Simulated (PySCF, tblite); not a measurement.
**C₅H₁₀F₃NSi: geometry, infrared bands and NMR shifts**

What infrared bands and NMR shifts should C₅H₁₀F₃NSi (`C=N[SiH2][C@@H](C)CC(F)(F)F`) show?

Programs: tblite 0.8.0 and PySCF 2.14.0, with density-fitted response routines of our own. Each step states its level of theory. These are calculated values for one molecule in the gas phase, unless marked as measured. Atoms are numbered from 0 throughout.

## (1) The molecule as given

20 atoms, charge 0, multiplicity 1; geometry from: force field or distance geometry start.

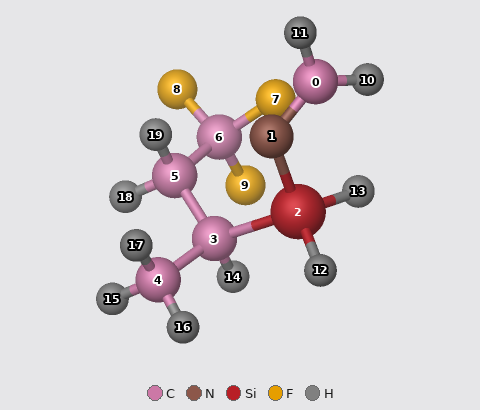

As it starts; carbon pink, nitrogen brown, silicon red, fluorine amber, hydrogen grey, atoms numbered.

## (2) Optimising the geometry with GFN2-xTB

The job: settings as JSON, then the geometry in Å.

```
{"job": {"kind": "relax", "xc": "GFN2-xTB", "basis": "xTB"}, "charge": 0, "multiplicity": 1}
C      2.921400     0.450400     0.471000
N      1.934400    -0.357500     0.676500
Si     1.028200    -0.852500    -0.703300
C     -0.799900    -0.659800    -0.185100
C     -1.257800    -1.839700     0.720000
C     -1.158400     0.664300     0.529300
C     -0.974800     1.915600    -0.319300
F      0.323600     2.172900    -0.593800
F     -1.461300     2.990500     0.332700
F     -1.646000     1.801000    -1.481100
H      3.197800     0.859700    -0.516800
H      3.521800     0.787000     1.326500
H      1.341000    -2.248400    -1.044800
H      1.325000     0.053500    -1.843100
H     -1.389200    -0.714900    -1.100500
H     -2.330600    -1.762400     0.942600
H     -1.088700    -2.799700     0.223500
H     -0.721400    -1.857100     1.668400
H     -2.207000     0.630000     0.845700
H     -0.563300     0.777700     1.459700
```

The run is started by

```console
$ OMP_NUM_THREADS=1 python probes_run.py task.json out
```

One launch serves the whole session: the jobs run in the order shown.

**Question.** This job is followed by: GFN2-xTB harmonic vibrations, gas phase; GIAO PBE0/pcSseg-1 NMR shielding, non-relativistic, gas phase. Predict these results of the whole session: strongest single infrared mode (GFN2-xTB); zero-point energy (GFN2-xTB); ¹³C shifts against TMS (PBE0/pcSseg-1); ¹H shifts against TMS (PBE0/pcSseg-1, means over atoms taken as alike); ¹⁵N shifts against NH3 (PBE0/pcSseg-1); ²⁹Si shifts against TMS (PBE0/pcSseg-1); ¹⁹F shifts against CFCl3 (PBE0/pcSseg-1, means over atoms taken as alike).

The runs gave:

| quantity | value |
| --- | --- |
| strongest single infrared mode (GFN2-xTB) | 2245 cm⁻¹, 372 km/mol |
| zero-point energy (GFN2-xTB) | 89.7 kcal/mol |
| ¹³C shifts against TMS (PBE0/pcSseg-1) | 176.5, 136.7, 41.2, 20.6, 16.0 ppm |
| ¹H shifts against TMS (PBE0/pcSseg-1, means over atoms taken as alike) | 8.83, 8.78, 5.13, 4.95, 2.08, 2.03, 1.46, 1.19 ppm |
| ¹⁵N shifts against NH3 (PBE0/pcSseg-1) | 413.8 ppm |
| ²⁹Si shifts against TMS (PBE0/pcSseg-1) | -29.0 ppm |
| ¹⁹F shifts against CFCl3 (PBE0/pcSseg-1, means over atoms taken as alike) | -80.6 ppm |

The optimisation took 79 steps and gained 0.302 eV; among the close pairs (by a distance rule), C0–N1 changed most, from 1.292 to 1.248 Å. No mode is imaginary among the 54: a minimum at this level. The strongest single mode, at 2245 cm⁻¹, moves mainly H13. GFN2-xTB is a fitted tight-binding method: band positions and strengths are rough. Its intensities can rank the bands wrongly. At PBE0/pcSseg-1: The largest span, 852 ppm, is at N1, where the paramagnetic term is -478 ppm.
